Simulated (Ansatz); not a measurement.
```
Hf Nb O
1.0
    -6.79470    0.00000   -0.01395
     0.00000    6.78651    0.00000
     3.36251    0.00000   -4.49981
Hf Nb O
2 6 6
Cartesian
  -2.7379 0.0000 -4.3441
  0.6595 3.3933 -4.3371
  -3.2899 0.0000 -0.5089
  0.1075 3.3933 -0.5019
  -4.8556 1.4363 -2.4110
  -1.4583 4.8296 -2.4040
  -4.8556 5.3502 -2.4110
  -1.4583 1.9570 -2.4040
  -3.2254 4.7919 -1.2850
  0.1719 1.3986 -1.2781
  -3.2254 1.9946 -1.2850
  0.1719 5.3879 -1.2781
  -1.4456 3.3933 -3.9020
  1.9518 0.0000 -3.8950
```

Space group Cm; a structure from a database of computed crystals, not necessarily the ambient phase; a generated structure, not necessarily the stable one; computed without spin polarisation.

Method: DFT PBE, scalar-relativistic, plane waves, PAW (Ansatz).

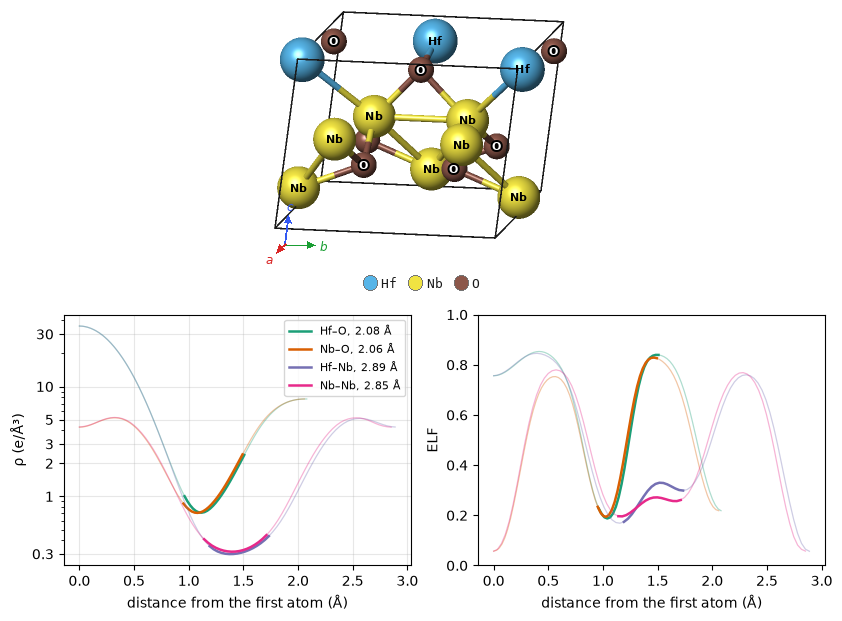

HfNb3O3. Valence charge density (pseudo) and electron localisation function along straight lines between neighbouring atoms. Thin, pale parts lie inside the atomic spheres. The structure is drawn too.

In a PAW calculation such maps are meaningful between the atoms, not at the nuclei.

Q: Compare the contacts.

A: Hf–O (2.08 Å): ρ at the midpoint is about 0.77 e/Å³; the ELF peaks at about 0.85 in the valence shell of O, 0.6 Å from its nucleus, and drops to about 0.20 between the two atoms: no localised pair shows between them.
Nb–O (2.06 Å): the density is about 0.73 e/Å³ at the midpoint; the ELF peaks at about 0.85 in the valence shell of O, 0.6 Å from its nucleus, and drops to about 0.20 between the two atoms (no localised pair shows between them).
Hf–Nb (2.89 Å): ρ is about 0.3 e/Å³ halfway; the ELF is about 0.30 at the midpoint.
Nb–Nb (2.85 Å): the density is about 0.31 e/Å³ at the midpoint; the ELF is about 0.25 at the midpoint (no localised pair shows between them).
